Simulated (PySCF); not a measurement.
# PBE0/STO-6G run of BHO2 (oxoborinic acid)

Aim: the energy change on altering one bond length of BHO2 (oxoborinic acid) at PBE0/STO-6G, from 2 runs. Input form: a Python script.

The calculation is run with PySCF 2.14.0.

6 further runs of the same task are left out: 6 set aside as unsound or not needed.

**1. The system as given**

BHO2 has 4 atoms, charge 0, and is taken as a singlet. SMILES: `O=BO`. Geometry: relaxed at PBE0-D4/def2-TZVP.

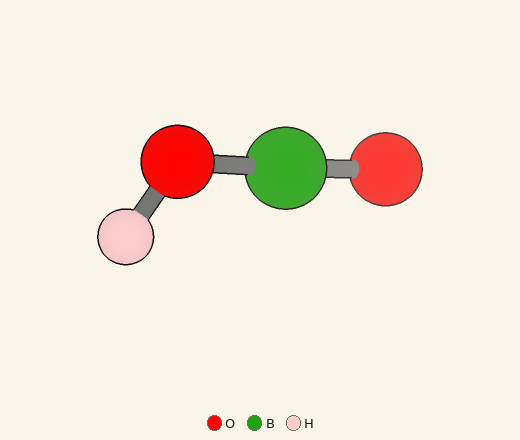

The structure, seen from a chosen angle (oxygen red, boron green, hydrogen pink).

**2. The energy at PBE0/STO-6G**

input.py

```python
# O=BO
from pyscf import gto, dft

system = gto.M(
    atom='''
O   -1.555100   0.523500   0.428500
B   -0.423900   0.132000   0.248600
O    0.816700  -0.302000   0.108600
H    1.162300  -0.353500  -0.785700
''',
    verbose=4,
    charge=0,
    max_memory=1860,
    basis='sto-6g',
    spin=0,
)

mf = dft.RKS(system, xc='pbe0')
mf.conv_tol = 1e-10
mf.grids.level = 5
mf.kernel()
if not mf.converged:
    mf = mf.newton().run(mf.mo_coeff, mf.mo_occ)

e_final = mf.e_tot
print('E = %.10f Eh' % e_final)
```

The run is started by

```console
$ OMP_NUM_THREADS=1 python input.py
```

What it wrote:

```text
PySCF version 2.14.0

[INPUT] num. atoms = 4
[INPUT] num. electrons = 22
[INPUT] charge = 0
[INPUT] spin (= nelec alpha-beta = 2S) = 0
[INPUT] symmetry False subgroup None
[INPUT] Mole.unit = angstrom
[INPUT] Symbol           X                Y                Z      unit          X                Y                Z       unit  Magmom
[INPUT]  1 O     -1.555100000000   0.523500000000   0.428500000000 AA   -2.938713096311   0.989271626210   0.809747644376 Bohr   0.0
[INPUT]  2 B     -0.423900000000   0.132000000000   0.248600000000 AA   -0.801054904203   0.249443848443   0.469785914567 Bohr   0.0
[INPUT]  3 O      0.816700000000  -0.302000000000   0.108600000000 AA    1.543339325932  -0.570697289619   0.205224257128 Bohr   0.0
[INPUT]  4 H      1.162300000000  -0.353500000000  -0.785700000000 AA    2.196428674582  -0.668018185034  -1.484757816071 Bohr   0.0

nuclear repulsion = 54.0055766008979
number of shells = 10
number of NR pGTOs = 96
number of NR cGTOs = 16
basis = sto-6g
ecp = {}

******** <class 'pyscf.dft.rks.RKS'> ********
method = RKS
initial guess = minao
damping factor = 0
level_shift factor = 0
DIIS = <class 'pyscf.scf.diis.CDIIS'>
diis_start_cycle = 1
diis_space = 8
diis_damp = 0
SCF conv_tol = 1e-10
SCF conv_tol_grad = None
SCF max_cycles = 50
direct_scf = True
direct_scf_tol = 1e-13
XC library pyscf.dft.libxc version 7.0.0
    S. Lehtola, C. Steigemann, M. J.T. Oliveira, and M. A.L. Marques.,  SoftwareX 7, 1–5 (2018)
XC functionals = pbe0
radial grids:
    Treutler-Ahlrichs [JCP 102, 346 (1995); DOI:10.1063/1.469408] (M4) radial grids

becke partition: Becke, JCP 88, 2547 (1988); DOI:10.1063/1.454033
pruning grids: <function nwchem_prune>
grids dens level: 5
symmetrized grids: False
atomic radii adjust function: <function treutler_atomic_radii_adjust>
small_rho_cutoff = 0
Set gradient conv threshold to 1e-05
Initial guess from minao.
tot grids = 152656
init E= -175.463395611403
  HOMO = -0.390808683771008  LUMO = 0.0851501131071341  gap/eV = 12.95150
cycle= 1 E= -174.85467783161  delta_E= 0.609  |g|= 0.772  |ddm|= 2.82
  HOMO = -0.0836225883415612  LUMO = 0.237859503224803  gap/eV = 8.74797
cycle= 2 E= -174.061996392075  delta_E= 0.793  |g|= 1.96  |ddm|= 2.67
  HOMO = -0.1630288524208  LUMO = 0.19078905368786  gap/eV = 9.62788
cycle= 3 E= -175.039503395352  delta_E= -0.978  |g|= 0.314  |ddm|= 1.94
  HOMO = -0.198169839248745  LUMO = 0.196517193948235  gap/eV = 10.73998
cycle= 4 E= -175.065836076628  delta_E= -0.0263  |g|= 0.0747  |ddm|= 0.409
  HOMO = -0.208684561271133  LUMO = 0.191288436306573  gap/eV = 10.88382
cycle= 5 E= -175.067436451548  delta_E= -0.0016  |g|= 0.00706  |ddm|= 0.0776
  HOMO = -0.209020704844873  LUMO = 0.191546924232554  gap/eV = 10.90000
cycle= 6 E= -175.067450264891  delta_E= -1.38e-05  |g|= 0.000378  |ddm|= 0.00745
  HOMO = -0.209088538702291  LUMO = 0.191463509280016  gap/eV = 10.89958
cycle= 7 E= -175.067450318828  delta_E= -5.39e-08  |g|= 2.8e-05  |ddm|= 0.000614
  HOMO = -0.209085409626146  LUMO = 0.191467631511854  gap/eV = 10.89960
cycle= 8 E= -175.067450319202  delta_E= -3.74e-10  |g|= 3.16e-06  |ddm|= 6.99e-05
  HOMO = -0.209085574576432  LUMO = 0.191467530713121  gap/eV = 10.89961
cycle= 9 E= -175.067450319206  delta_E= -4.35e-12  |g|= 2.89e-07  |ddm|= 5.82e-06
  HOMO = -0.209085625979859  LUMO = 0.191467535567173  gap/eV = 10.89961
Extra cycle  E= -175.067450319206  delta_E= -8.53e-14  |g|= 5.32e-07  |ddm|= 9.02e-07
converged SCF energy = -175.067450319206
E = -175.0674503192 Eh
```

Wall time 3 s (1 thread of Intel Xeon 6975P-C (Granite Rapids), shared host); peak memory 0.18 GiB.

**3. The distorted shape at the same level**

calc.py

```python
from pyscf import gto, dft

molecule = gto.Mole()
molecule.atom = '''
O   -1.624233   0.533802   0.607393
B   -0.493033   0.142302   0.427493
O    0.747567  -0.291698   0.287493
H    1.162300  -0.353500  -0.785700
'''
molecule.verbose = 3
molecule.max_memory = 1860
molecule.charge = 0
molecule.spin = 0
molecule.basis = 'sto-6g'
molecule.build()

calc0 = dft.RKS(molecule, xc='pbe0')
calc0.conv_tol = 1e-10
calc0.grids.level = 5
calc0.kernel()
if not calc0.converged:
    calc0 = calc0.newton().run(calc0.mo_coeff, calc0.mo_occ)

e_tot = calc0.e_tot
print(f'total energy: {e_tot:.8f} hartree')
```

The run is started by

```console
$ OMP_NUM_THREADS=1 python calc.py
```

What it wrote:

```text
converged SCF energy = -175.05257534845
total energy: -175.05257535 hartree
```

Wall time 3.3 s (1 thread of Intel Xeon 6975P-C (Granite Rapids), shared host); peak memory 0.18 GiB.

**4. Results**

Level: PBE0/STO-6G.

| quantity | value |
| --- | --- |
| first shape: total energy | -175.06745 Eh |
| first shape: dipole moment | 2.73 D |
| first shape: HOMO energy | -5.69 eV |
| first shape: LUMO energy | 5.21 eV |
| first shape: HOMO–LUMO gap | 10.90 eV |
| distorted shape: total energy | -175.05258 Eh |
| distorted shape: dipole moment | 2.76 D |
| distorted shape: HOMO energy | -5.57 eV |
| distorted shape: LUMO energy | 3.51 eV |
| distorted shape: HOMO–LUMO gap | 9.08 eV |
| energy change with the O3–H4 bond stretched from 0.960 to 1.152 Å | 0.405 eV |

With the O3–H4 bond stretched from 0.960 to 1.152 Å the energy rises by 0.40 eV (39.1 kJ/mol). The first shape isn't relaxed at this level, so the change isn't measured from a minimum. The minimal basis adds a large error of its own. Mulliken charges (first shape) run from -0.34 on O3 to +0.35 on B2; they depend strongly on the basis. Mulliken charges (distorted shape) run from -0.28 on O3 to +0.34 on B2.
